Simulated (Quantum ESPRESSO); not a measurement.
# Fe3Ge: parallel and opposed starts, part 2 of 2

Does Fe3Ge prefer parallel or opposed moments?

Quantum ESPRESSO 7.5; PBEsol; plane waves with GBRV 1.5 PBEsol potentials, no spin-orbit coupling.

So far, absolute magnetization (μB): step 2 (run 1, typed as ferro +++) 7.13.

## 4. Run 3, typed as antiferro q=(0,1/2,1/2) +−+−+−

This order needs a doubled cell of 8 atoms.

File pw.in:

```
&CONTROL
  calculation = 'scf'
  prefix = 'pwscf'
  outdir = './tmp'
  pseudo_dir = './pseudo'
  disk_io = 'nowf'
/
&SYSTEM
  ibrav = 0
  celldm(1) = 8
  nat = 8
  ntyp = 3
  ecutwfc = 40
  ecutrho = 280
  nbnd = 77
  occupations = 'smearing'
  smearing = 'fd'
  degauss = 0.00734986
  nspin = 2
  starting_magnetization(1) = 0.175
  starting_magnetization(2) = -0.175
  starting_magnetization(3) = 0
/
&ELECTRONS
  conv_thr = 1.6d-08
  electron_maxstep = 150
  mixing_beta = 0.3
/
ATOMIC_SPECIES
Fe1    55.8450 fe_pbesol_v1.5.uspp.F.UPF
Fe2    55.8450 fe_pbesol_v1.5.uspp.F.UPF
Ge     72.6300 ge_pbesol_v1.4.uspp.F.UPF
CELL_PARAMETERS alat
   0.8646679327313    0.0000000000000    0.0000000000000
   0.0000000000000    1.7293358654626    0.0000000000000
   0.0000000000000    0.8646679327313    0.8646679327313
ATOMIC_POSITIONS crystal
Fe1     0.0000000000    0.0000000000    0.5000000000
Fe2     0.0000000000    0.5000000000    0.5000000000
Fe1     0.5000000000    0.2500000000    0.0000000000
Fe2     0.5000000000    0.7500000000    0.0000000000
Fe1     0.5000000000    0.7500000000    0.5000000000
Fe2     0.5000000000    0.2500000000    0.5000000000
Ge      0.0000000000    0.0000000000    0.0000000000
Ge      0.0000000000    0.5000000000    0.0000000000
K_POINTS automatic
10 5 10 0 0 0
```

Run with:

```bash
$ OMP_NUM_THREADS=1 mpirun -n 4 pw.x -nk 4 -in pw.in > pw.out
```

What it wrote:

```text
     [... lines left out ...]
Program PWSCF v.7.5 starts
     [... lines left out ...]
     number of atoms/cell      =            8
     [... lines left out ...]
     number of electrons       =       124.00
     number of Kohn-Sham states=           77
     kinetic-energy cutoff     =      40.0000  Ry
     charge density cutoff     =     280.0000  Ry
     scf convergence threshold =      1.6E-08
     [... lines left out ...]
      4 Sym. Ops. (no inversion) found
     [... lines left out ...]
     number of k points=   108  Fermi-Dirac smearing, width (Ry)=  0.0073
     [... lines left out ...]
     iteration # 22     ecut=    40.00 Ry     beta= 0.30
     [... lines left out ...]
     Magnetic moment per site  (integrated on atomic sphere of radius R)
     atom   1 (R=0.252)  charge= 14.6680  magn=  2.1878
     atom   2 (R=0.252)  charge= 14.6685  magn= -2.1879
     atom   3 (R=0.252)  charge= 14.6724  magn=  2.1113
     atom   4 (R=0.252)  charge= 14.6724  magn= -2.1113
     atom   5 (R=0.252)  charge= 14.6724  magn=  2.1113
     atom   6 (R=0.252)  charge= 14.6724  magn= -2.1113
     atom   7 (R=0.252)  charge= 12.2124  magn= -0.0016
     atom   8 (R=0.252)  charge= 12.2129  magn=  0.0016
     [... lines left out ...]
     the Fermi energy is    17.1778 ev
!    total energy              =   -1927.57125744 Ry
     estimated scf accuracy    <       0.00000001 Ry
     smearing contrib. (-TS)   =      -0.02234494 Ry
     [... lines left out ...]
     total magnetization       =     0.00 Bohr mag/cell
     absolute magnetization    =    13.33 Bohr mag/cell
     convergence has been achieved in  22 iterations
```

The job ended after 18 min (4 MPI ranks of Intel Xeon at 2.50GHz (Skylake/Cascade Lake), shared host; peak memory 1.3 GiB).

Spin moment in the atom's sphere by atom:

| atom | spin moment in the atom's sphere (μB) |
| --- | --- |
| Fe1 | 2.19 |
| Fe2 | -2.19 |
| Fe3 | 2.11 |
| Fe4 | -2.11 |
| Fe5 | 2.11 |
| Fe6 | -2.11 |
| Ge7 | 0.00 |
| Ge8 | 0.00 |

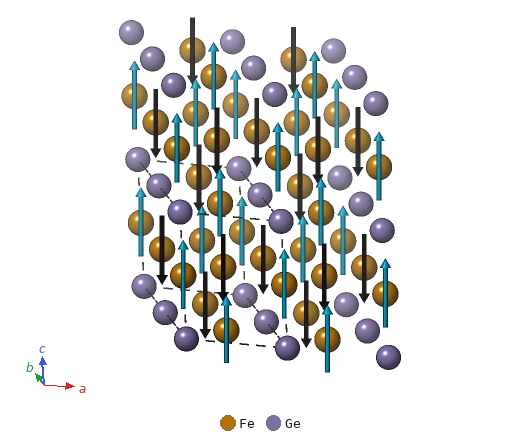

Spin moment in the atom's sphere as arrows, the longest 2.19 μB. Up and down stand for the sign. Arrows give size and sign along the axis of quantisation, drawn up and down the page. The two directions have two colours. 2×1×2 cells are drawn. Some periodic images of atoms are drawn too.

This step gave:

```yaml
smearing_term_ts: 0.3040 eV
magnetization: 0 μB
absolute_magnetization: 13.33 μB
final_state: antiferromagnetic
```

## 5. Start 4: antiferro q=(0,0,1/2) +−+−+−

The cell is doubled to 8 atoms to hold this order.

File pw.in:

```
&CONTROL
  calculation = 'scf'
  prefix = 'pwscf'
  outdir = './tmp'
  pseudo_dir = './pseudo'
  disk_io = 'nowf'
/
&SYSTEM
  ibrav = 0
  celldm(1) = 8
  nat = 8
  ntyp = 3
  ecutwfc = 40
  ecutrho = 280
  nbnd = 77
  occupations = 'smearing'
  smearing = 'fd'
  degauss = 0.00734986
  nspin = 2
  starting_magnetization(1) = 0.175
  starting_magnetization(2) = -0.175
  starting_magnetization(3) = 0
/
&ELECTRONS
  conv_thr = 1.6d-08
  electron_maxstep = 150
  mixing_beta = 0.3
/
ATOMIC_SPECIES
Fe1    55.8450 fe_pbesol_v1.5.uspp.F.UPF
Fe2    55.8450 fe_pbesol_v1.5.uspp.F.UPF
Ge     72.6300 ge_pbesol_v1.4.uspp.F.UPF
CELL_PARAMETERS alat
   0.8646679327313    0.0000000000000    0.0000000000000
   0.0000000000000    0.8646679327313    0.0000000000000
   0.0000000000000    0.0000000000000    1.7293358654626
ATOMIC_POSITIONS crystal
Fe1     0.0000000000    0.5000000000    0.2500000000
Fe2     0.0000000000    0.5000000000    0.7500000000
Fe1     0.5000000000    0.5000000000    0.0000000000
Fe2     0.5000000000    0.5000000000    0.5000000000
Fe1     0.5000000000    0.0000000000    0.2500000000
Fe2     0.5000000000    0.0000000000    0.7500000000
Ge      0.0000000000    0.0000000000    0.0000000000
Ge      0.0000000000    0.0000000000    0.5000000000
K_POINTS automatic
10 10 5 0 0 0
```

What it wrote:

```text
     [... lines left out ...]
Program PWSCF v.7.5 starts
     [... lines left out ...]
     number of atoms/cell      =            8
     [... lines left out ...]
     number of electrons       =       124.00
     number of Kohn-Sham states=           77
     kinetic-energy cutoff     =      40.0000  Ry
     charge density cutoff     =     280.0000  Ry
     scf convergence threshold =      1.6E-08
     [... lines left out ...]
      8 Sym. Ops. (no inversion) found
     [... lines left out ...]
     number of k points=    63  Fermi-Dirac smearing, width (Ry)=  0.0073
     [... lines left out ...]
     iteration # 20     ecut=    40.00 Ry     beta= 0.30
     [... lines left out ...]
     Magnetic moment per site  (integrated on atomic sphere of radius R)
     atom   1 (R=0.252)  charge= 14.6686  magn=  2.2888
     atom   2 (R=0.252)  charge= 14.6687  magn= -2.2887
     atom   3 (R=0.252)  charge= 14.6737  magn=  2.1382
     atom   4 (R=0.252)  charge= 14.6745  magn= -2.1384
     atom   5 (R=0.252)  charge= 14.6686  magn=  2.2888
     atom   6 (R=0.252)  charge= 14.6687  magn= -2.2887
     atom   7 (R=0.252)  charge= 12.2139  magn= -0.0163
     atom   8 (R=0.252)  charge= 12.2148  magn=  0.0163
     [... lines left out ...]
     the Fermi energy is    17.2375 ev
!    total energy              =   -1927.58816306 Ry
     estimated scf accuracy    <       0.00000002 Ry
     smearing contrib. (-TS)   =      -0.02384680 Ry
     [... lines left out ...]
     total magnetization       =     0.00 Bohr mag/cell
     absolute magnetization    =    13.99 Bohr mag/cell
     convergence has been achieved in  20 iterations
```

Wall time 8.5 min (4 MPI ranks); peak memory 0.95 GiB; 34 min of CPU time.

Numbers from this step:

```yaml
smearing_term_ts: 0.3245 eV
magnetization: 0 μB
absolute_magnetization: 13.99 μB
final_state: antiferromagnetic
largest_moment: 2.289 μB
```

## 6. Ranking

An order is kept where moments of 0.15 μB or more survive with the typed signs; meshes match where a doubled cell samples the same k points as the first cell.

Orders:

| start | final state | typed order kept | energy over the lowest (meV a seeded atom) | largest site moment (μB) | net moment (μB a cell of the first run) | mesh matched | CPU time (s) |
| --- | --- | --- | --- | --- | --- | --- | --- |
| ferro +++ | ferromagnetic | yes | 0 | 2.277 | 6.636 | yes | 255.3 |
| antiferro q=(0,0,1/2) +-+--+ | antiferromagnetic | yes | 181.4 | 2.109 | 0 | yes | 2334 |
| antiferro q=(0,1/2,1/2) +-+-+- | antiferromagnetic | yes | 132.6 | 2.188 | 0 | yes | 4341 |
| antiferro q=(0,0,1/2) +-+-+- | antiferromagnetic | yes | 94.23 | 2.289 | 0 | yes | 2024 |

## 7. What came out

```
lowest state found      : ferromagnetic (from ferro +++)
largest site moment     : 2.28 μB
next state with moments : antiferromagnetic, 94.2 meV a seeded atom higher
```

Only these 4 starts were compared; other wavevectors, canted and longer-period orders were not. Energies are free energies at an electronic temperature of 1160 K, which lowers moments and differences where the moments are itinerant.

[Logs and program files are shortened in this print: banners, set-up blocks, solver, clock and traceback lines can be left out without a mark of their own.]

[Logs are printed without paths, hosts, clocks, repeated set-up lines and the standing remarks that a program may print on its own settings, such as how far it seeks lower states.]

[Hosts, paths, dates, database ids (printed as entryN), source tags and the programs' standing remarks are cut or masked in the printed files.]

[Where a cell is said to come from a database of computed structures, the database is the Materials Project.]
